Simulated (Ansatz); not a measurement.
Species, as SMILES: [O]F (O-F), doublet.
Atoms: O1, F2. Bonds: O1-F2.

Basis-set convergence of the optimised O1-F2 bond length at MP2 with Ansatz (an electronic-structure program). The reference of a correlated method is not its basis-set limit, which lies further on. Cartesian d functions, on some or all atoms, in 6-31G*; all else is spherical. Cores are frozen. Open shells are unrestricted. No added dispersion term, no relativity. Reference: the value in aug-cc-pVQZ, 1.3294 Å, itself unsure by roughly 0.0007 Å (its mean distance from cc-pV5Z, def2-QZVPP, cc-pVQZ). Deviations are taken from unrounded values.

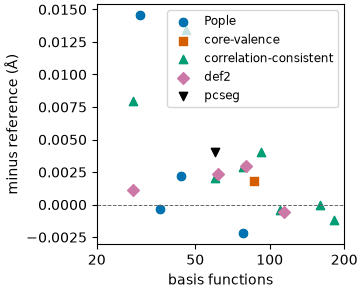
Figure. Deviation from the reference against the number of basis functions, by family of sets.

| basis | functions | optimised O1-F2 bond length (Å) | minus reference (Å) |
|---|---|---|---|
| cc-pVDZ | 28 | 1.3374 | 0.0080 |
| def2-SVP | 28 | 1.3305 | 0.0011 |
| 6-31G* | 30 | 1.3440 | 0.0145 |
| 6-311G** | 36 | 1.3290 | -0.0004 |
| 6-311+G** | 44 | 1.3316 | 0.0022 |
| aug-cc-pVDZ | 46 | 1.3428 | 0.0134 |
| cc-pVTZ | 60 | 1.3314 | 0.0020 |
| pcseg-2 | 60 | 1.3335 | 0.0041 |
| def2-TZVPP | 62 | 1.3317 | 0.0023 |
| 6-311++G(3df,3pd) | 78 | 1.3272 | -0.0022 |
| jun-cc-pV(T+d)Z | 78 | 1.3323 | 0.0029 |
| def2-TZVPPD | 80 | 1.3323 | 0.0029 |
| cc-pCVTZ | 86 | 1.3312 | 0.0018 |
| aug-cc-pVTZ | 92 | 1.3334 | 0.0040 |
| cc-pVQZ | 110 | 1.3290 | -0.0004 |
| def2-QZVPP | 114 | 1.3289 | -0.0005 |
| aug-cc-pVQZ | 160 | 1.3294 | 0.0000 |
| cc-pV5Z | 182 | 1.3283 | -0.0011 |
